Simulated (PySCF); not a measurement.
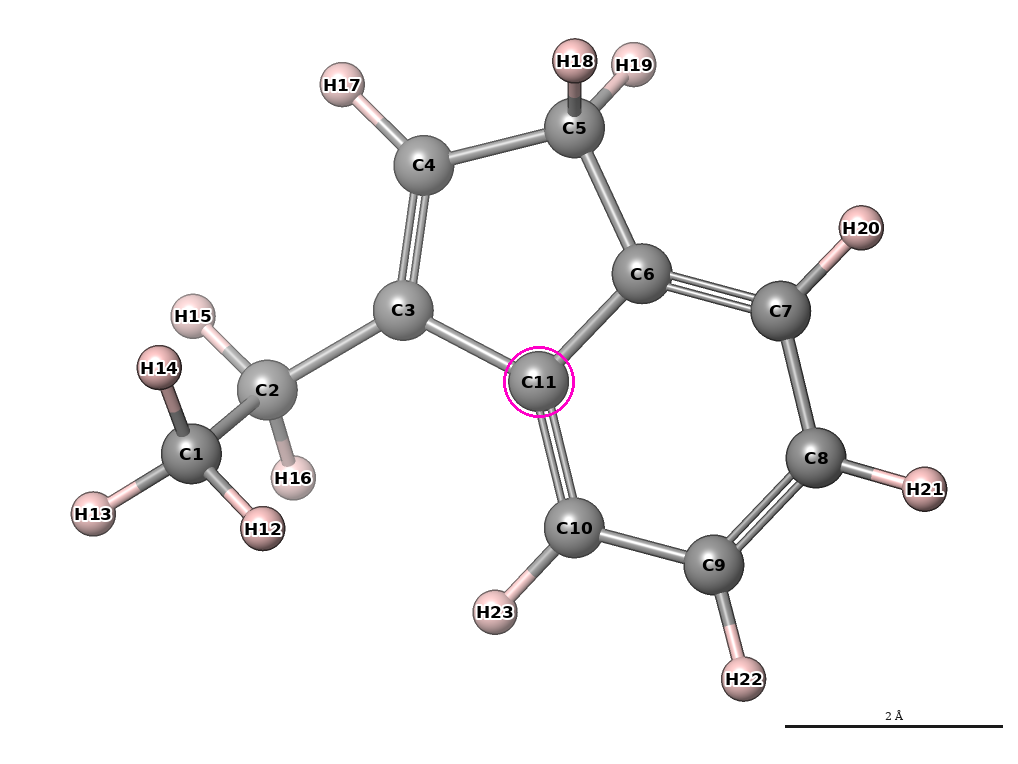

Orthographic view. Depth is shown by fading: the farther an atom, the more it takes the colour of the background. Computed geometry: PBE0-D3(BJ)/def2-SVP optimisation. No frequency run is at hand to confirm it as a minimum.

### Name the neighbours of the circled atom.

The circled atom is C11; it is bonded to C3, C6, C10.

### What is the shortest path along bonds from the circled atom to H19?

C11–C6–C5–H19, 3 bonds; through space the two are 3.13 Å apart.

### Of C5 and H19, which is nearer the viewer?

C5; the bond to H19 points away from the viewer, so it looks shorter than its 1.11 Å.
